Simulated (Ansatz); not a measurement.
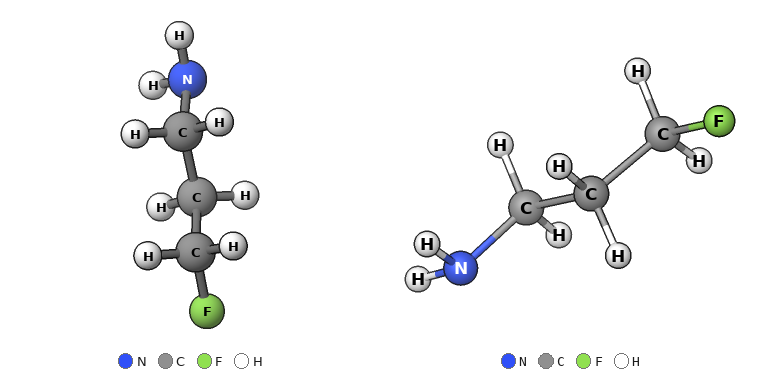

Both panels show the same species.

Computed geometry: PBE0-D4/def2-TZVP optimisation.

Description:

The molecule is C₃H₈FN. As SMILES it reads `NCCCF`. It has no ring. Among its groups: primary amine, C–F bond. This geometry has C1 symmetry. Coordination: 1 N trigonal pyramidal; 3 C tetrahedral.

The parts below concern this one geometry. Atoms keep their numbers from picture to picture.

**Geometry**

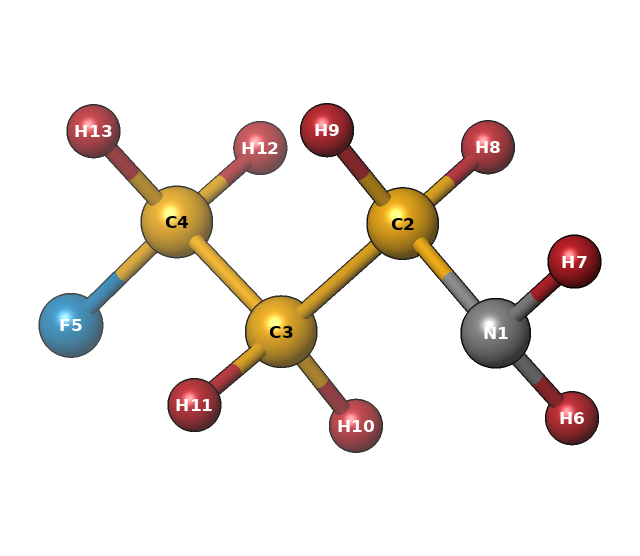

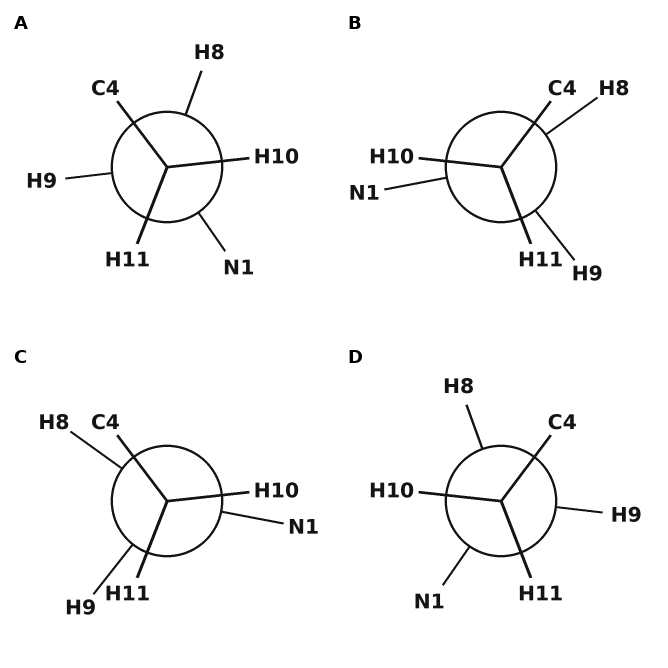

Atoms fade into the background with distance from the viewer. Bonds that would overlap in a projection are set slightly apart.

Which Newman projection shows the view along C3–C2, with C3 in front?

D. The torsion angle C4–C3–C2–N1 is 178°, antiperiplanar (anti).

**Vibrations**

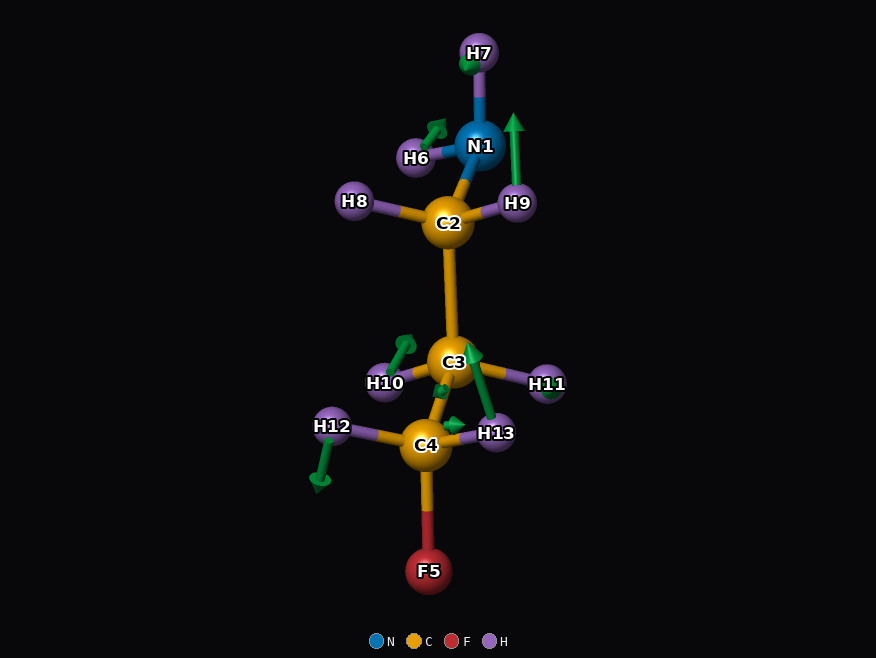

The arrows show one normal mode. Harmonic vibrations computed with RKS PBE0-D4/def2-TZVP (Ansatz 0.2.0) at a stationary point of the same level.

Describe the motion.

Mostly angle bending.

Estimate its harmonic wavenumber.

1210 cm⁻¹; it is mode 15 of 33 counted from the lowest.

**Electronic properties**

Method: RKS PBE-D4/def2-TZVPP (Ansatz 0.2.0).

Predict the main results.

- dipole moment: 2.51 D
- HOMO energy (Kohn–Sham orbital): −5.54 eV
- LUMO energy (Kohn–Sham orbital): 0.16 eV
- HOMO–LUMO gap: 5.71 eV
- dispersion correction: −19.2 kJ/mol

**Charges**

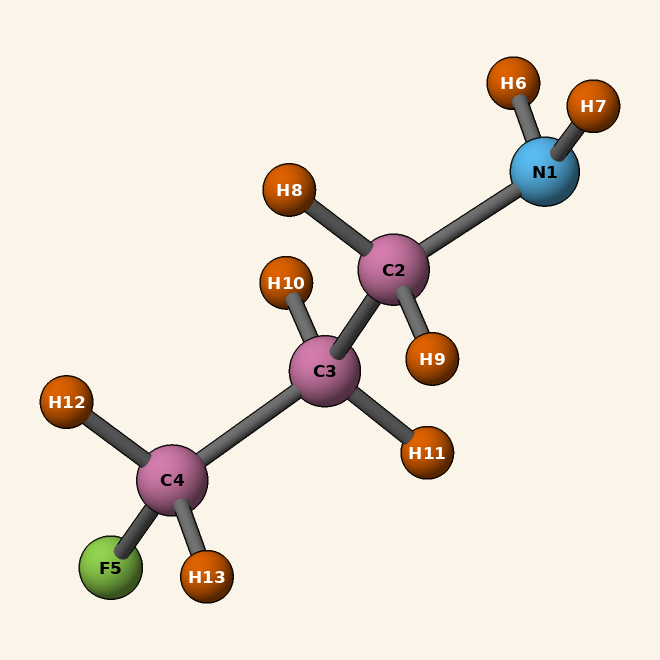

The questions are on Mulliken charges. Properties computed with RKS PBE0-D4/def2-TZVP (Ansatz 0.2.0).

Which atom carries the highest charge (most positive or least negative)?

H6, H7 (0.22 e).

And the lowest?

N1 (−0.50 e).

List the Mulliken charges.

```
atom  value (e)
  N1      −0.50
  C2      −0.14
  C3      −0.17
  C4       0.02
  F5      −0.23
  H6       0.22
  H7       0.22
  H8       0.09
  H9       0.10
 H10       0.10
 H11       0.12
 H12       0.09
 H13       0.09
```

**Thermal motion**

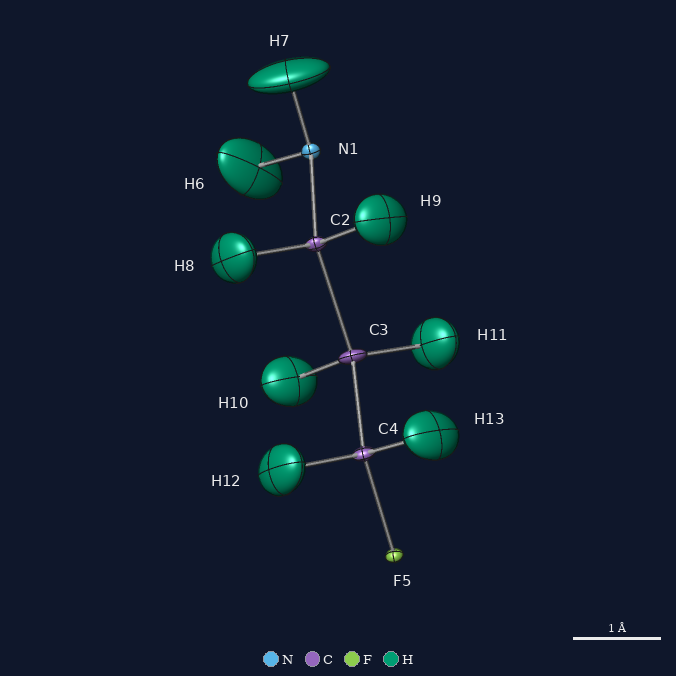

Displacement ellipsoids at the 50 % level, enlarged 1.5 times, from the internal vibrations of the free molecule (harmonic, no overall translation or rotation; no half-axis is drawn under 0.075 Å). Vibrations computed with RKS PBE0-D4/def2-TZVP (Ansatz 0.2.0). Temperature: 0 K (zero-point motion alone).

Which atom has the largest mean-square displacement?

H6, with U_eq = 0.0234 Å².

Does H6 move more along its bond or across it?

Across it: the root-mean-square amplitude is 0.080 Å along the bond and up to 0.211 Å across, since bending and torsion are softer than stretching.

Give the displacement parameters, one line for each set of equivalent atoms.

```
atom  U_eq (Å²)   rms amplitudes (Å)
  N1     0.0018  0.033, 0.045, 0.048
  C2     0.0020  0.035, 0.042, 0.055
  C3     0.0030  0.035, 0.050, 0.073
  C4     0.0022  0.034, 0.042, 0.060
  F5     0.0015  0.028, 0.041, 0.045
  H6     0.0234  0.077, 0.141, 0.211
  H7     0.0225  0.078, 0.131, 0.210
  H8     0.0159  0.083, 0.128, 0.156
  H9     0.0157  0.083, 0.129, 0.154
 H10     0.0166  0.091, 0.128, 0.158
 H11     0.0165  0.091, 0.129, 0.157
 H12     0.0167  0.083, 0.128, 0.163
 H13     0.0167  0.083, 0.129, 0.164
```

Mulliken values depend strongly on the basis set and can even reverse the polarity of a bond.
